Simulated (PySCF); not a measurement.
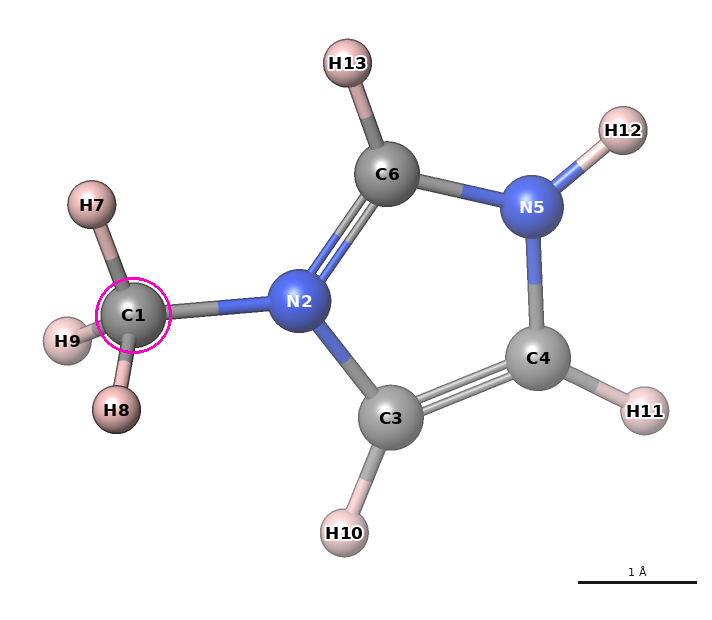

Orthographic view. Atoms fade into the background with distance from the viewer. The species has charge +1 and is a spin singlet. The computed structure is the end point of a PBE0-D3(BJ)/def2-SVP optimisation. No frequency run is at hand to confirm it as a minimum.

Which atoms are bonded to the circled atom?

Answer. The circled atom is C1; it is bonded to N2, H7, H8, H9.

What is the shortest path along bonds from the circled atom to H12?

Answer. C1–N2–C6–N5–H12, 4 bonds; through space the two are 4.50 Å apart.

Which two atoms are farthest apart in space?

Answer. H7 and H11, 5.36 Å.

Of C1 and H9, which is nearer the viewer?

Answer. C1; the bond to H9 points away from the viewer, so it looks shorter than its 1.10 Å.
